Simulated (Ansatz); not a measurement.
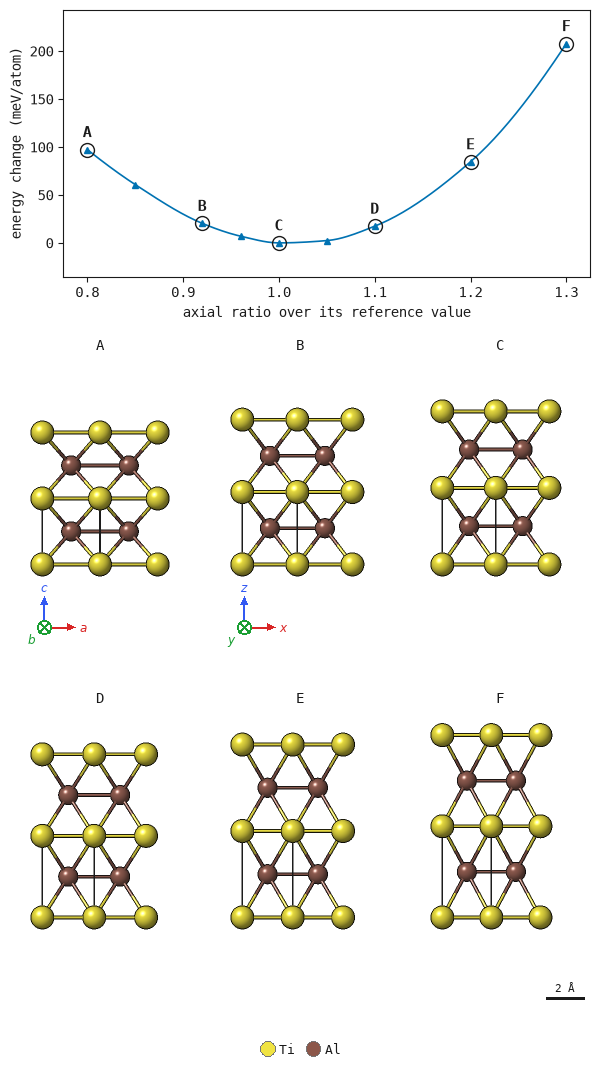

Energy scan for a crystal of TiAl (P4/mmm), in which the ratio of the cell's length along z to its lengths across, counted as 1 for the reference, is changed at fixed volume (a c/a path), with the atoms kept at their fractional coordinates. x, y and z are the Cartesian axes of the input. The lettered frames are marked on the plot. Style: ball-and-stick. Shown: the cell of the calculation, repeated 2 × 3 × 2 with one cell outlined, along the b axis.

Theory: Ansatz, DFT LDA, scalar-relativistic, plane waves, PAW. Set-up: plane-wave cutoff 420 eV; k-point mesh 10 × 10 × 8; occupations gaussian; smearing width 0.15 eV; no spin polarisation. Energies (free energies at the smearing named) are counted from the cell as listed in its source, which wasn't relaxed.

**Describe the profile.**

Of the computed points the lowest is at the relative ratio 1.00, 0.0 meV/atom. The end points stand at 97.3 meV/atom (0.80) and 207.8 meV/atom (1.30). The unrelaxed reference is under a pressure of −7.3 GPa. The distortion keeps the space group P4/mmm. At the relative ratio 1.30 the cell of the drawing goes a 2.837 → 2.600 Å, b 2.837 → 2.600 Å, c 4.059 → 4.835 Å.

The computed points:

```csv
axial ratio over its reference value,energy change (meV/atom)
0.80,97.3
0.85,60.8
0.92,20.4
0.96,7.0
1.00,0.0
1.05,2.4
1.10,17.4
1.20,84.6
1.30,207.8
```
